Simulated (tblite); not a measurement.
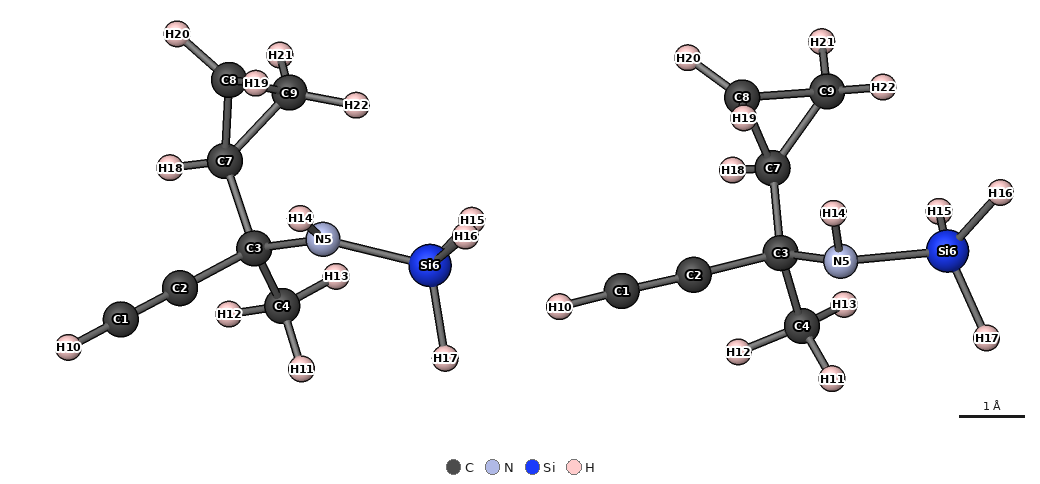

Two geometries of C7H13NSi, drawn at one scale. One is the start of a relaxation, the other its converged end. A ball-and-stick model, seen face on.

All numbers below come from GFN2-xTB geometry optimisation, gas phase (tblite). 

**Which one is relaxed?**

The left one is the relaxed one. The energy falls by 109.9 kJ/mol in 151 geometry steps. The largest move after the best rigid fit is that of H16, 1.11 Å. Largest moves by element: H 1.11 Å, C 0.60 Å, Si 0.46 Å, N 0.37 Å. Among the contacts that change: C4–Si6 2.898 → 3.119 Å, N5–Si6 1.785 → 1.712 Å, C3–C7 1.471 → 1.535 Å, N5–H14 1.064 → 1.007 Å. Among the angles between lasting bonds that change: C3–N5–Si6 108.9° → 130.1°, Si6–N5–H14 107.0° → 118.4°, C3–C7–C8 112.6° → 122.0°. Groups turn about C3–C4 by about 30°, C3–C7 by about 25°. The run took 1.4 s on 1 thread of Arm Neoverse V1, with other jobs on the host.
